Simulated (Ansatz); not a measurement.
```yaml
atoms:
  - { symbol: C, position_ang: [-1.1178, 1.2956, 0.0763] }
  - { symbol: O, position_ang: [-0.1814, 1.0658, -0.9925] }
  - { symbol: C, position_ang: [0.6489, 0.0078, -0.9337] }
  - { symbol: Si, position_ang: [0.7390, -1.2999, 0.4814] }
  - { symbol: S, position_ang: [1.7243, -0.2672, -2.1538] }
  - { symbol: H, position_ang: [-1.6769, 2.2069, -0.2037] }
  - { symbol: H, position_ang: [-0.5945, 1.4644, 1.0400] }
  - { symbol: H, position_ang: [-1.8242, 0.4464, 0.1812] }
  - { symbol: H, position_ang: [-0.2247, -1.0762, 1.6222] }
  - { symbol: H, position_ang: [2.1332, -1.2638, 1.0319] }
  - { symbol: H, position_ang: [0.4395, -2.6366, -0.1287] }
```

Method: RKS revPBE-D4/def2-SVP (Ansatz).

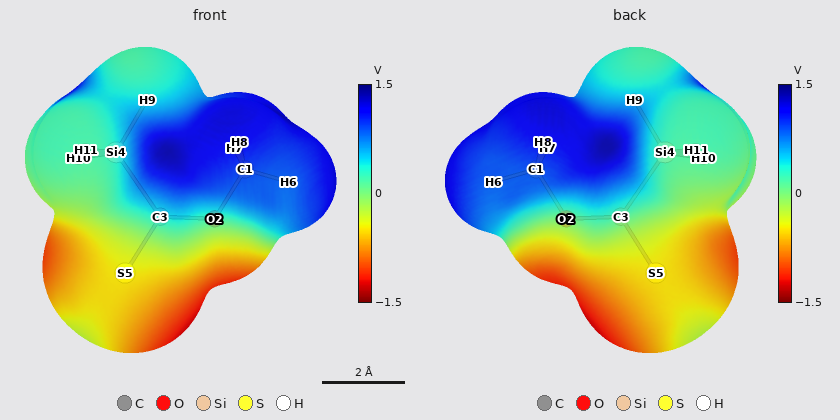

C₂H₆OSSi. The molecular electrostatic potential painted on the density surface at 0.002 e/bohr³, seen from the front and from behind; red is negative and blue positive.

Which sites attract a positive test charge, and which a negative one?

A positive charge is drawn to the negative regions and a negative charge to the positive ones. The most negative region (about −1.2 V, or −28 kcal/mol for a unit charge) lies over S5, the most positive (about +1.4 V, or +32 kcal/mol for a unit charge) over C1 and Si4.
